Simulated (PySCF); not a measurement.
# CH3CH2CHFCH3: NMR shifts, electronic excitations and K edges in gas and solvents, part 2 of 2

PySCF 2.14.0. Atoms count from 0. The steps go on from the part before.

**8. Core excitations: BHandHLYP/aug-pcX-1+pcseg-1**

What the job is given:

```
{"job": {"kind": "xas", "xc": "BHandHLYP", "basis": {"default": "aug-pcX-1", "H": "pcseg-1"}}, "charge": 0, "multiplicity": 1}
C      1.992172    -0.217093    -0.242115
C      0.709485     0.369134     0.322623
C     -0.541139    -0.247273    -0.273375
C     -1.827234     0.319668     0.280461
F     -0.520096    -1.612800    -0.026979
H      2.083033    -0.017411    -1.321813
H      2.008791    -1.307432    -0.101557
H      2.879409     0.205065     0.252065
H      0.670887     1.458215     0.152273
H      0.672189     0.223558     1.415987
H     -0.520723    -0.127566    -1.373348
H     -1.918121     1.388333     0.036228
H     -2.693185    -0.207931    -0.144035
H     -1.856546     0.209356     1.375183
```

Method: core-valence-separated TDA BHandHLYP/aug-pcX-1 H:pcseg-1, K edges, non-relativistic, gas phase.

What it wrote:

```text
coarse grid: 11016 points
cycle   1  E = -257.4401038465  dE =  3.480e-01  |g| = 5.019e-01  |ddm| = 3.819e+00
cycle   2  E = -257.4476658140  dE = -7.562e-03  |g| = 5.332e-01  |ddm| = 7.083e-01
cycle   3  E = -257.4891259644  dE = -4.146e-02  |g| = 5.167e-02  |ddm| = 3.210e-01
cycle   4  E = -257.4894864022  dE = -3.604e-04  |g| = 2.434e-02  |ddm| = 5.867e-02
cycle   5  E = -257.4896150393  dE = -1.286e-04  |g| = 3.401e-03  |ddm| = 2.555e-02
cycle   6  E = -257.4896174994  dE = -2.460e-06  |g| = 5.107e-04  |ddm| = 4.113e-03
final grid: 104784 points
cycle   7  E = -257.5184901583  dE = -7.113e-05  |g| = 3.828e-03  |ddm| = 4.170e-02
cycle   8  E = -257.5184903399  dE = -1.816e-07  |g| = 3.656e-03  |ddm| = 7.055e-03
cycle   9  E = -257.5184927028  dE = -2.363e-06  |g| = 4.319e-04  |ddm| = 3.031e-03
cycle  10  E = -257.5184927212  dE = -1.840e-08  |g| = 2.055e-04  |ddm| = 4.485e-04
cycle  11  E = -257.5184927293  dE = -8.092e-09  |g| = 1.054e-05  |ddm| = 1.773e-04
cycle  12  E = -257.5184927293  dE = -3.172e-11  |g| = 6.304e-06  |ddm| = 2.874e-05
converged SCF energy = -257.5184927293

C K edge
   eV          f      from atoms
  285.360   0.00923   C0
  285.436   0.01094   C3
  285.618   0.01858   C1
  285.954   0.02653   C0
  286.120   0.02465   C3
  286.139   0.02740   C1
  286.207   0.03054   C3
  286.242   0.01795   C0
  286.662   0.01258   C0
  286.711   0.00259   C1
  286.860   0.00564   C3
  287.094   0.00312   C1
  287.142   0.06341   C2
  287.251   0.00336   C0
  287.350   0.00342   C3
  287.426   0.00506   C0
  287.455   0.00224   C1
  287.460   0.00668   C0
  287.502   0.00472   C3
  287.603   0.00134   C3

F K edge
   eV          f      from atoms
  685.515   0.02923   F4
  686.407   0.00856   F4
  686.811   0.00206   F4
  686.921   0.00355   F4
  687.109   0.00188   F4
  687.732   0.00041   F4
  688.015   0.00394   F4
  688.149   0.00065   F4
```

Run time: 31 s. Hardware: 1 thread, shared host.

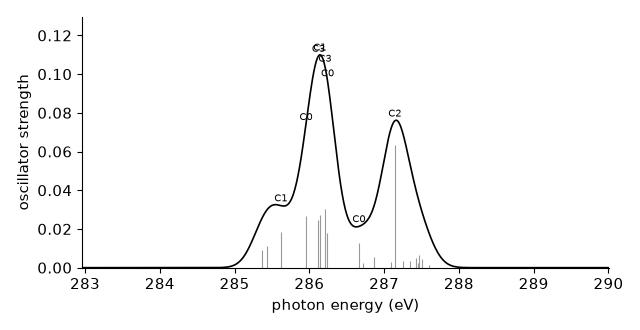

The C K edge. Lines are broadened to a width of 0.40 eV (Gaussian).

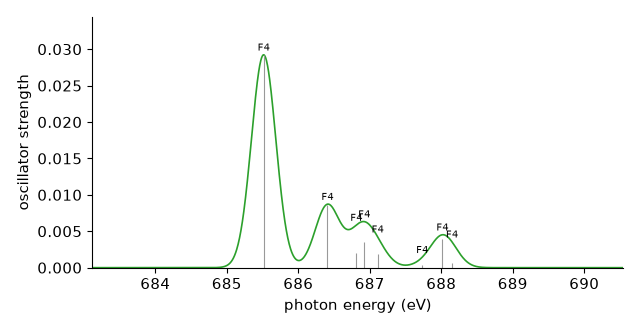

The F K edge. Lines are broadened to a width of 0.40 eV (Gaussian).

**9. Comparing the runs: NMR shifts**

Shifts (ppm) of some atoms, chosen among heavy atoms and hydrogens apart, with basis size and wall time (the measured row can stand on another reference than the computed rows):

```
                           run    C2    C1    C3    C0   H10    H9      F4  functions  time
   PBE0/pcSseg-1 in chloroform  92.6  33.6  23.7  12.4  4.34  1.38  -209.3        130  27 s
   WP04/pcSseg-1 in chloroform  96.2  34.4  24.3  14.5  4.29  1.44  -207.1        130  25 s
wB97X-D/pcSseg-1 in chloroform  92.4  33.2  24.1  12.6  4.30  1.37  -203.9        130  29 s
                      measured     –     –     –     –     –     –  -173.2          –     –
```

Measured: G. Saielli, R. Bini, A. Bagno, Computational 19F NMR. 2. Organic compounds, RSC Adv. 2014, ESI (exp. from Berger-Braun-Kalinowski 1994 and Everett 1995).

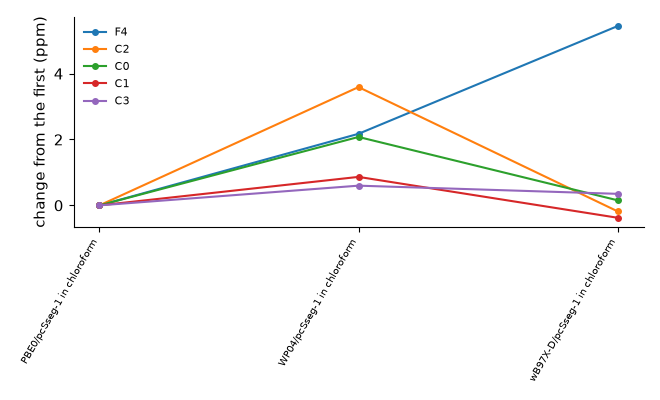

How five of the tabulated atoms move from run to run.

**10. Side by side: electronic excitations**

Excitations and ground-state properties, with basis size and wall time:

```
                              run  lowest singlet (eV)  brightest (eV)      f  gap (eV)  α (Å³)  μ (D)  functions  time
              CAM-B3LYP/def2-SVPD                 8.89            9.85  0.106     11.91    7.74   1.93        175  54 s
CAM-B3LYP/def2-SVPD in chloroform                 8.91            9.66  0.138     11.96    9.33   2.35        175  47 s
```

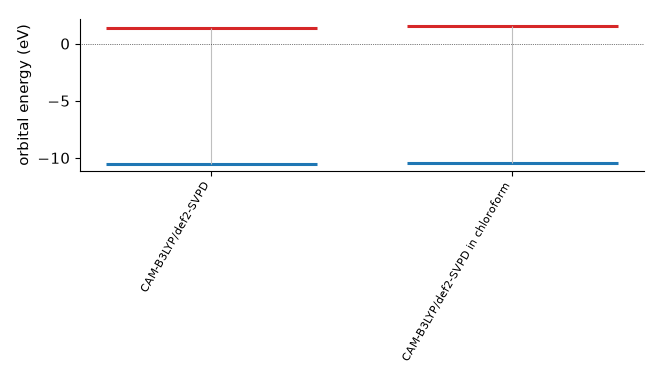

HOMO (blue) and LUMO (red) run by run.

**11. Summary of results**

This closing draws on all 2 parts.

| quantity | value |
| --- | --- |
| point group | C1 |
| rotational constants (main isotopes) | 8.25, 3.48, 2.70 GHz |
| 13C shifts against TMS (PBE0/pcSseg-1, chloroform) | 92.6, 33.6, 23.7, 12.4 ppm |
| 1H shifts against TMS (PBE0/pcSseg-1, chloroform, means over atoms taken as alike) | 4.34, 1.38, 1.31, 1.27, 1.08 ppm |
| 19F shifts against CFCl3 (PBE0/pcSseg-1, chloroform) | -209.3 ppm |
| measured, and computed on the same scale | F4 δ -173.2, -209.3 ppm |
| lowest singlet (CAM-B3LYP/def2-SVPD) | 8.89 eV (139 nm), f = 0.006 |
| brightest single state of those computed | state 6, 9.85 eV, f = 0.106 |
| C K edge | first line 285.36 eV, strongest 287.14 eV (f = 0.063) |
| F K edge | first line 685.51 eV, strongest 685.51 eV (f = 0.029) |
| range of the shift of F4 | -209.3 to -203.9 ppm |
| range of the lowest singlet | 8.89 to 8.91 eV |

In words: C2 (sp3 CH bonded to F) lies farthest downfield among carbon, at 92.6 ppm; deshielded by the electronegative neighbour. At PBE0/pcSseg-1: The largest span, 82 ppm, is at C2, where the paramagnetic term is -151 ppm. The one measured 19F shift is missed by -36.1 ppm (computed less measured, unscaled). Vibration and temperature are missing from the calculation, and it holds one conformer, so part of the miss against the measured shifts is not the functional's. The first singlet state (HOMO→LUMO 0.91) lies at 8.89 eV and is weak; of the 6 states computed, the strongest absorption comes from state 6 at 9.85 eV (the last computed, so partners may be missing). At the F edge the strongest single line lifts a 1s electron of F4 into several orbitals, led by LUMO+7 (weight 0.16), and it is the first line. Absolute edge energies from this method are off by several eV; spacings are better. The lowest singlet runs from 8.89 eV (CAM-B3LYP/def2-SVPD) to 8.91 eV (CAM-B3LYP/def2-SVPD in chloroform), while the orbital gap spans 11.91 to 11.96 eV. The lowest state need not be the same one in every run.
